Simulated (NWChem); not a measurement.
# H2S2 (SMILES SS): levels of theory compared

Wanted: a comparison of 6 runs (HF/STO-3G, B3LYP/def2-TZVPP, PBE/def2-TZVPP, B3LYP/6-31G*, MP2/def2-TZVPP, CCSD(T)/def2-TZVP) of H2S2. 

Program for the calculation: NWChem 7.3.0.

3 further runs of the same task are left out: 1 that didn't finish, 2 set aside as unsound or not needed. Runs told in other sessions of the task aren't counted.

## Step 1: The molecule

H2S2: 4 atoms, total charge 0, spin state singlet. As SMILES, `SS`. The shape is that of a PBE0-D4/def2-TZVP optimisation.

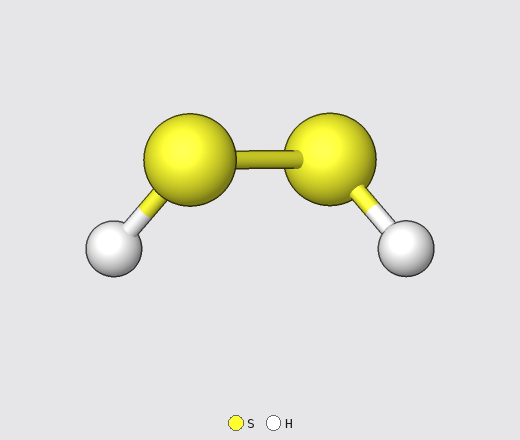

Viewed from a chosen angle; sulfur yellow, hydrogen white.

## Step 2: Energy and forces at HF/STO-3G (run 1)

The input, run.py:

```python
from ase import Atoms
from ase.calculators.nwchem import NWChem

system = Atoms(['S', 'S', 'H', 'H'], positions=[
    [0.784480, -0.789210, 0.166690],
    [0.060220, 1.121560, 0.067360],
    [-0.225420, -1.352590, 0.856880],
    [-0.619290, 1.020250, -1.090950],
])

calc = NWChem(
    label='h2s2',
    theory='scf',
    memory='2200 mb',
    basis='STO-3G',
    basispar='spherical bse',
    scf={'nopen': '0', 'rhf': None, 'thresh': '1e-08', 'maxiter': '80'},
)
system.calc = calc

forces = system.get_forces()
print("Total energy (eV):", round(system.get_potential_energy(), 6))
print("forces (eV/A):")
for s, f in zip(system.symbols, forces):
    print(f"{s:2s} {f[0]:10.5f} {f[1]:10.5f} {f[2]:10.5f}")
print("dipole (e A):", system.get_dipole_moment().round(4))
```

Launch:

```
$ export ASE_NWCHEM_COMMAND="nwchem PREFIX.nwi > PREFIX.nwo"
$ python run.py
```

Log:

```text
Total energy (eV): -21428.707094
forces (eV/A):
S    -0.07436   -0.73204    0.11277
S    -0.46352    0.52044   -0.26200
H     0.26889    0.31347   -0.22055
H     0.26894   -0.10187    0.36983
dipole (e A): [-0.2127 -0.0837 -0.0589]
```

The calculator wrote h2s2.nwi:

```
title "h2s2"

permanent_dir h2s2

scratch_dir h2s2

start h2s2

geometry units angstrom nocenter noautosym noautoz
  S  7.8447999999999996e-01 -7.8920999999999997e-01 1.6669000000000000e-01
  S  6.0220000000000003e-02 1.1215599999999999e+00 6.7360000000000003e-02
  H  -2.2542000000000001e-01 -1.3525900000000000e+00 8.5687999999999998e-01
  H  -6.1929000000000001e-01 1.0202500000000001e+00 -1.0909500000000001e+00
end

memory 2200 mb

basis spherical bse noprint
   * library STO-3G
end

scf
  nopen 0
  rhf
  thresh 1e-08
  maxiter 80
end

task scf gradient
```

h2s2.nwo, cut to the lines that bear on the results:

```text
[...]
      One-electron energy =  -1265.612884314573
[... 1 line left out ...]
 Nuclear repulsion energy =     85.443149571059
[... 28 lines left out ...]
                       ROHF Final Molecular Orbital Analysis
[... 135 lines left out ...]
     1   1 0 0     -0.401899      0.000000     23.943754
[...]
  wavefunction    =   RHF
                         RHF ENERGY GRADIENTS
    atom               coordinates                        gradient
                 x          y          z           x          y          z
   1 S       1.482452  -1.491391   0.314998    0.001446   0.014236  -0.002193
   2 S       0.113799   2.119441   0.127292    0.009014  -0.010121   0.005095
   3 H      -0.425982  -2.556024   1.619268   -0.005229  -0.006096   0.004289
   4 H      -1.170288   1.927993  -2.061597   -0.005230   0.001981  -0.007192
[...]
```

It took 1.8 s on 1 thread of Intel Xeon Platinum 8259CL at 2.50GHz (Skylake/Cascade Lake), shared host; peak memory 0.1 GiB.

## Step 3: Energy and gradient at B3LYP/def2-TZVPP (run 2)

The input, run.py:

```python
from ase import Atoms
from ase.calculators.nwchem import NWChem

mol = Atoms(['S', 'S', 'H', 'H'], positions=[
    [0.784480, -0.789210, 0.166690],
    [0.060220, 1.121560, 0.067360],
    [-0.225420, -1.352590, 0.856880],
    [-0.619290, 1.020250, -1.090950],
])

calc = NWChem(
    label='test',
    theory='dft',
    memory='2200 mb',
    basis='def2-TZVPP',
    basispar='spherical bse',
    dft={'xc': 'b3lyp', 'mult': '1', 'grid': 'fine', 'convergence': 'energy 1e-08', 'iterations': '100', 'mulliken': None, 'print': 'low'},
)
mol.calc = calc

forces = mol.get_forces()
e = mol.get_potential_energy()
print(f"E = {e:.6f} eV")
print("forces (eV/A):")
for s, f in zip(mol.symbols, forces):
    print(f"{s:2s} {f[0]:10.5f} {f[1]:10.5f} {f[2]:10.5f}")
```

Launch:

```
$ export ASE_NWCHEM_COMMAND="nwchem PREFIX.nwi > PREFIX.nwo"
$ python run.py
```

Log:

```text
E = -21705.127035 eV
forces (eV/A):
S     0.14306   -0.39564    0.04947
S    -0.14136    0.39636   -0.04916
H     0.01059   -0.03132    0.00211
H    -0.01234    0.03060   -0.00247
```

The calculator wrote test.nwi:

```
title "test"

permanent_dir test

scratch_dir test

start test

geometry units angstrom nocenter noautosym noautoz
  S  7.8447999999999996e-01 -7.8920999999999997e-01 1.6669000000000000e-01
  S  6.0220000000000003e-02 1.1215599999999999e+00 6.7360000000000003e-02
  H  -2.2542000000000001e-01 -1.3525900000000000e+00 8.5687999999999998e-01
  H  -6.1929000000000001e-01 1.0202500000000001e+00 -1.0909500000000001e+00
end

memory 2200 mb

basis spherical bse noprint
   * library def2-TZVPP
end

dft
  xc b3lyp
  mult 1
  grid fine
  convergence energy 1e-08
  iterations 100
  mulliken
  print low
end

task dft gradient
```

test.nwo:

```text
Northwest Computational Chemistry Package (NWChem) 7.3.0
             --------------------------------------------------------

           Job information
           ---------------

    nwchem branch   = 7.3.0
    use scalapack   = T
    input           = test.nwi
    prefix          = test.
    data base       = test/test.db
    status          = startup
    nproc           =        1

           Memory information
           ------------------

    heap     =     72089600 doubles =      550.0 Mbytes
    stack    =     72089597 doubles =      550.0 Mbytes
    global   =    144179200 doubles =     1100.0 Mbytes (distinct from heap & stack)
    total    =    288358397 doubles =     2200.0 Mbytes
    verify   = yes
    hardfail = no

           Directory information
           ---------------------

  0 permanent = test
  0 scratch   = test

                                NWChem Input Module
                                -------------------

                                       test
                                       ----

[... 23 lines left out ...]
            Nuclear Dipole moment (a.u.)
[... 61 lines left out ...]
   convergence    iter        energy       DeltaE   RMS-Dens  Diis-err    time
[... 11 lines left out ...]
         Total DFT energy =     -797.648712779585
      One electron energy =    -1271.365080530823
           Coulomb energy =      440.435507662049
    Exchange-Corr. energy =      -52.162289481870
 Nuclear repulsion energy =       85.443149571059
[... 16 lines left out ...]
     -------------------------------------------
      Total Density - Lowdin Population Analysis
     -------------------------------------------

    Atom       Charge   Shell Charges
 -----------   ------   -------------------------------------------------------
    1 S   16    15.82   1.99  0.84  1.12  0.82  0.64  3.91  1.88  1.05  1.99  1.29  0.00  0.03  0.21  0.03
    2 S   16    15.82   1.99  0.84  1.12  0.82  0.64  3.91  1.88  1.05  1.99  1.29  0.00  0.03  0.21  0.03
    3 H    1     1.18   0.25  0.45  0.24  0.02  0.20  0.03
    4 H    1     1.18   0.25  0.45  0.24  0.02  0.20  0.03

                         DFT ENERGY GRADIENTS

    atom               coordinates                        gradient
                 x          y          z           x          y          z
   1 S       1.482452  -1.491391   0.314998   -0.002782   0.007694  -0.000962
   2 S       0.113799   2.119441   0.127292    0.002749  -0.007708   0.000956
   3 H      -0.425982  -2.556024   1.619268   -0.000206   0.000609  -0.000041
   4 H      -1.170288   1.927993  -2.061597    0.000240  -0.000595   0.000048

 Task  times  cpu:       24.9s     wall:       24.9s
 Total times  cpu:       25.0s     wall:       25.0s
```

It took 26 s on 1 thread of Intel Xeon Platinum 8259CL at 2.50GHz (Skylake/Cascade Lake), shared host; peak memory 0.13 GiB.

Runs 3 to 4 aren't shown in full; the table further down has their settings and results.

## Step 4: Energy and forces at MP2/def2-TZVPP (run 5)

The input, input.nw:

```
start input
memory 2200 mb

geometry units angstroms noautosym nocenter noautoz
  S     0.784480   -0.789210    0.166690
  S     0.060220    1.121560    0.067360
  H    -0.225420   -1.352590    0.856880
  H    -0.619290    1.020250   -1.090950
end

basis "ao basis" spherical bse
  S library def2-TZVPP
  H library def2-TZVPP
end

scf
  thresh 1e-08
  maxiter 80
  noprint "final vectors analysis"
end

mp2
  freeze core 10
  tight
end

task mp2 gradient
```

Launch:

```
$ nwchem input.nw > input.out
```

Log:

```text
[...]
  functions       =   112
[...]
  wavefunction    = RHF
[...]
         Total SCF energy =   -796.250250942958
      One-electron energy =  -1270.799265665922
      Two-electron energy =    389.105865151904
 Nuclear repulsion energy =     85.443149571059
        Time for solution =     22.1s
[...]
          Total MP2 energy          -796.607652124878
[...]
                         mp2 ENERGY GRADIENTS
    atom               coordinates                        gradient
                 x          y          z           x          y          z
   1 S       1.482452  -1.491391   0.314998    0.003194   0.004503  -0.002556
   2 S       0.113799   2.119441   0.127292    0.003722  -0.001782   0.004475
   3 H      -0.425982  -2.556024   1.619268   -0.003964  -0.002808   0.002928
   4 H      -1.170288   1.927993  -2.061597   -0.002952   0.000087  -0.004848
[...]
```

It took 66 s on 1 thread of Intel Xeon Platinum 8259CL at 2.50GHz (Skylake/Cascade Lake), shared host; peak memory 0.32 GiB.

## Step 5: A single-point energy at CCSD(T)/def2-TZVP (run 6)

The input, run.nw:

```
start run
title "H2S2 energy"
memory stack 880 mb heap 220 mb global 1100 mb
charge 0

geometry units angstrom noautosym nocenter noautoz
 S      0.784480    -0.789210     0.166690
 S      0.060220     1.121560     0.067360
 H     -0.225420    -1.352590     0.856880
 H     -0.619290     1.020250    -1.090950
end

basis "ao basis" spherical bse
 * library def2-TZVP
end

scf
 thresh 1e-08
 maxiter 80
end

ccsd
 freeze core 10
 maxiter 60
end

task ccsd(t) energy
```

Launch:

```
$ nwchem run.nw > run.out
```

Log:

```text
[...]
  functions       =    86
[...]
  wavefunction    = RHF
[...]
         Total SCF energy =   -796.249074594477
      One-electron energy =  -1270.794151619297
      Two-electron energy =    389.101927453760
 Nuclear repulsion energy =     85.443149571059
        Time for solution =     13.9s
[...]
 Total MP2 energy:           -796.593824032762427
[...]
             energy      energy      error      ampl     ampl      Block
                                                time     time      time
[...]
 Total CCSD energy:           -796.632687003123010
[...]
 Total CCSD+T(CCSD) energy:           -796.650034331484903
[...]
 Total CCSD(T) energy:                -796.649772087917995
[...]
```

Run time: 2.1 min. Hardware: 1 thread of Intel Xeon Platinum 8259CL at 2.50GHz (Skylake/Cascade Lake), shared host; peak memory 0.18 GiB.

## Step 6: Overview of the runs

```csv
run,level,iteration cap,module,energy (Eh),largest force (eV/Å),wall time
1,HF/STO-3G,80,scf,-787.490467,0.745,1.8 s
2,B3LYP/def2-TZVPP,100,dft,-797.648713,0.424,26 s
3,PBE/def2-TZVPP,100,dft,-797.268702,0.398,30 s
4,B3LYP/6-31G* (spherical functions),100,dft,-797.564919,0.831,9.9 s
5,MP2/def2-TZVPP,80,mp2,-796.607652,0.313,66 s
6,CCSD(T)/def2-TZVP,80,ccsd(t),-796.649772,–,2.1 min
```

## Step 7: Results

| quantity | value |
| --- | --- |
| run 6: total energy | -796.64977 Eh |
| run 6: HOMO energy (Hartree–Fock orbitals) | -10.38 eV |
| run 6: LUMO energy (Hartree–Fock orbitals) | 2.87 eV |
| run 6: HOMO–LUMO gap (Hartree–Fock orbitals) | 13.26 eV |
| run 6: correlation energy (10 core orbitals frozen) | -400.7 mEh |
| run 6: (T) correction | -17.09 mEh |

In words: Over runs 1, 4, 5 the dipole moment (its size) runs from 1.13 D (HF/STO-3G) to 1.51 D (B3LYP/6-31G*). The two ends differ in method and basis. Totals of different functionals can't be ranked against each other. In run 1 the basis is minimal, so the values are rough. All runs together took 4.3 min, the longest 2.1 min.
